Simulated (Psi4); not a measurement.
# B3LYP/6-31G(d) (spherical functions) run of CH4FGeN (SMILES [H]/N=[C](/F)[GeH3])

What is the vertical singlet–triplet gap of CH4FGeN at B3LYP/6-31G* (spherical functions)? 

Program for the calculation: Psi4 1.11.

2 further runs of the same task are left out: 2 set aside as unsound or not needed. Runs told in other sessions of the task aren't counted.

### Step 1. Starting point

The species is CH4FGeN (8 atoms), meant as a singlet with charge 0. SMILES: `[H]/N=[C](/F)[GeH3]`. Geometry: relaxed at PBE0-D4/def2-TZVP.

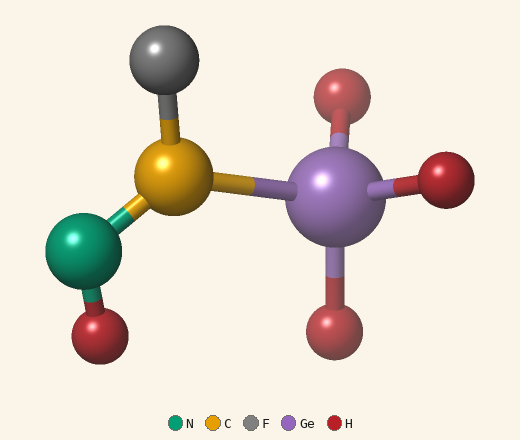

Viewed from a chosen angle; nitrogen teal, carbon amber, fluorine grey, germanium purple, hydrogen red.

### Step 2. Energy and forces at B3LYP/6-31G(d) (spherical functions)

The input, run.py:

```python
import psi4

psi4.set_memory('2200 MB')
psi4.set_num_threads(1)
psi4.set_output_file('psi4.out', False)

molecule = psi4.geometry("""
0 1
N      1.895900     0.222300    -0.348500
C      0.908100     0.027300     0.385600
F      1.137400    -0.127100     1.702400
Ge    -1.019900    -0.103800    -0.035500
H      1.617200     0.325400    -1.319900
H     -1.766200     1.006900     0.710300
H     -1.149700     0.071600    -1.553900
H     -1.530700    -1.479600     0.403700
symmetry c1
""")

options = {'basis': '6-31G*', 'puream': True, 'e_convergence': 1e-09, 'd_convergence': 1e-08, 'scf_type': 'pk', 'dft_radial_points': 99, 'dft_spherical_points': 590}
psi4.set_options(options)

e_tot, wfn = psi4.gradient('B3LYP', return_wfn=True)
psi4.oeprop(wfn, 'LOWDIN_CHARGES', 'MULLIKEN_CHARGES', 'DIPOLE', title='B3LYP')
print('gradient / Eh bohr^-1')
print(e_tot.np.round(6))
print(f'energy = {wfn.energy():.10f} Eh')
```

The run is started by

```bash
$ python run.py
```

psi4.out:

```text
[...]
  Running in c1 symmetry.
[...]
  Nuclear repulsion =  257.992179624617791
[...]
  Multiplicity = 1
[...]
  Nalpha       = 29
  Nbeta        = 29
[...]
    Number of basis functions: 82
[...]
   @RKS iter   1: -2270.19831110750920   -1.88069e+00   3.39597e-02 ADIIS/DIIS
[...]
   @RKS iter  12: -2271.82671412042600   -8.18545e-12   6.91122e-09 DIIS
[...]
  @RKS Final Energy: -2271.82671412042600
   => Energetics <=
    Nuclear Repulsion Energy =            257.9921796246177905
    One-Electron Energy =               -3674.5169017093212460
    Two-Electron Energy =                1227.9217737687215504
    DFT Exchange-Correlation Energy =     -83.2237658044436017
    Empirical Dispersion Energy =           0.0000000000000000
    VV10 Nonlocal Energy =                  0.0000000000000000
    Total Energy =                      -2271.8267141204255495
[...]
  -Total Gradient:
     Atom            X                  Y                   Z
    ------   -----------------  -----------------  -----------------
       1       -0.013264842189    -0.002287753928     0.007393962661
       2        0.009917032133     0.001242018710    -0.001956382768
       3        0.000043137427     0.001207821583    -0.009127982859
       4       -0.000858915047     0.000048866162    -0.000911010159
       5        0.000103867158    -0.000480377119     0.003722197286
       6        0.001845031666    -0.002141771546    -0.001441341889
       7        0.000840284530    -0.000323164877     0.003158847543
       8        0.001384734379     0.002733261668    -0.000823361568
[...]
 Multipole Moments:
 ------------------------------------------------------------------------------------
     Multipole            Electronic (a.u.)      Nuclear  (a.u.)        Total (a.u.)
 ------------------------------------------------------------------------------------
 L = 1.  Multiply by 2.5417464519 to convert [e a0] to [Debye]
 Dipole X            :         -5.7428838            4.8042873           -0.9385965
 Dipole Y            :         -0.6721211            0.6620271           -0.0100940
 Dipole Z            :          0.8347359           -1.4420851           -0.6073493
 Magnitude           :                                                    1.1180065
[...]
  Mulliken Charges: (a.u.)
   Center  Symbol    Alpha    Beta     Spin     Total
       1     N     3.74116  3.74116  0.00000 -0.48232
       2     C     2.77628  2.77628  0.00000  0.44744
       3     F     4.63672  4.63672  0.00000 -0.27344
       4    GE    16.07056 16.07056  0.00000 -0.14112
       5     H     0.34445  0.34445  0.00000  0.31110
       6     H     0.47395  0.47395  0.00000  0.05210
       7     H     0.48297  0.48297  0.00000  0.03405
       8     H     0.47390  0.47390  0.00000  0.05220
   Total alpha = 29.00000, Total beta = 29.00000, Total charge = -0.00000
[...]
```

On the terminal:

```text
gradient / Eh bohr^-1
[[-1.3265e-02 -2.2880e-03  7.3940e-03]
 [ 9.9170e-03  1.2420e-03 -1.9560e-03]
 [ 4.3000e-05  1.2080e-03 -9.1280e-03]
 [-8.5900e-04  4.9000e-05 -9.1100e-04]
 [ 1.0400e-04 -4.8000e-04  3.7220e-03]
 [ 1.8450e-03 -2.1420e-03 -1.4410e-03]
 [ 8.4000e-04 -3.2300e-04  3.1590e-03]
 [ 1.3850e-03  2.7330e-03 -8.2300e-04]]
energy = -2271.8267141204 Eh
```

It took 22 s on 1 thread of Intel Xeon Platinum 8488C (Sapphire Rapids), shared host; peak memory 1.1 GiB.

### Step 3. The triplet: a single-point energy at UB3LYP/6-31G(d) (spherical functions)

The input, calc.in:

```
memory 2200 mb

molecule molecule1 {
  0 3
  N      3.58273176     0.42008612    -0.65856955
  C      1.71606029     0.05158952     0.72867839
  F      2.14937449    -0.24018419     3.21706975
  Ge    -1.92733167    -0.19615357    -0.06708528
  H      3.05606509     0.61491688    -2.49424951
  H     -3.33763428     1.90276523     1.34227247
  H     -2.17261813     0.13530439    -2.93644543
  H     -2.89260378    -2.79603877     0.76288244
  units au
  symmetry c1
  no_reorient
  no_com
}

set basis 6-31G*
set reference uks
set puream true
set e_convergence 1e-09
set d_convergence 1e-08
set scf_type pk
set dft_radial_points 99
set dft_spherical_points 590
set maxiter 100

e_tot, wfn = energy("b3lyp", return_wfn=True)
oeprop(wfn, "DIPOLE", "MULLIKEN_CHARGES", "MAYER_INDICES")
```

The run is started by

```bash
$ psi4 -n 1 calc.in calc.out
```

calc.out (excerpt; [...] marks lines left out):

```text
[...]
  Running in c1 symmetry.
[...]
  Nuclear repulsion =  257.992180007590889
[...]
  Multiplicity = 3
[...]
  Nalpha       = 30
  Nbeta        = 28
[...]
    Number of basis functions: 82
[...]
   @UKS iter   1: -2270.10514478936284   -1.78753e+00   3.34693e-02 DIIS/ADIIS
[...]
   @UKS iter  18: -2271.64541308411208   -3.13776e-11   4.70860e-09 DIIS
[...]
   @S^2 Observed:                2.006210657E+00
[...]
  @UKS Final Energy: -2271.64541308411208
   => Energetics <=
    Nuclear Repulsion Energy =            257.9921800075908891
    One-Electron Energy =               -3674.4822210000174891
    Two-Electron Energy =                1228.0870916018336629
    DFT Exchange-Correlation Energy =     -83.2424636935189568
    Empirical Dispersion Energy =           0.0000000000000000
    VV10 Nonlocal Energy =                  0.0000000000000000
    Total Energy =                      -2271.6454130841116239
  UHF NO Occupations:
  HONO-2 :   28  A 1.9984454
  HONO-1 :   29  A 1.0000000
[...]
 Multipole Moments:
 ------------------------------------------------------------------------------------
     Multipole            Electronic (a.u.)      Nuclear  (a.u.)        Total (a.u.)
 ------------------------------------------------------------------------------------
 L = 1.  Multiply by 2.5417464519 to convert [e a0] to [Debye]
 Dipole X            :         11.8138489          -12.3015501           -0.4877012
 Dipole Y            :          5.3856528           -5.3314843            0.0541685
 Dipole Z            :        -24.0047437           23.2434423           -0.7613015
 Magnitude           :                                                    0.9057409
[...]
  Mulliken Charges: (a.u.)
   Center  Symbol    Alpha    Beta     Spin     Total
       1     N     4.20145  3.24184  0.95961 -0.44329
       2     C     3.15419  2.48973  0.66447  0.35608
       3     F     4.68206  4.60563  0.07643 -0.28768
       4    GE    16.13713 15.94648  0.19065 -0.08361
       5     H     0.33005  0.32923  0.00083  0.34072
       6     H     0.50690  0.44880  0.05810  0.04431
       7     H     0.48198  0.48942 -0.00744  0.02860
       8     H     0.50623  0.44888  0.05735  0.04488
   Total alpha = 30.00000, Total beta = 28.00000, Total charge = -0.00000
[...]
```

It took 27 s on 1 thread of Intel Xeon Platinum 8488C (Sapphire Rapids), shared host; peak memory 1.1 GiB.

### Step 4. Outcome

At B3LYP/6-31G* (spherical functions):

```
                                        quantity           value
                           singlet: total energy  -2271.82671 Eh
                          singlet: dipole moment          2.84 D
                            singlet: HOMO energy        -7.60 eV
                            singlet: LUMO energy        -0.40 eV
                          singlet: HOMO–LUMO gap         7.20 eV
               singlet: largest force on an atom      0.790 eV/Å
                           triplet: total energy  -2271.64541 Eh
                          triplet: dipole moment          2.30 D
     triplet: HOMO energy (highest over α and β)        -2.65 eV
                                   triplet: ⟨S²⟩           2.006
vertical energy of the triplet above the singlet        4.933 eV
```

In words: At this shape the triplet lies 4.93 eV (114 kcal/mol) above the singlet. The largest force (singlet) is 0.79 eV/Å: the shape isn't a stationary point for this species at this level. With no_com the log's rotational constants are taken about the origin, not the centre of mass, so they aren't the molecule's.
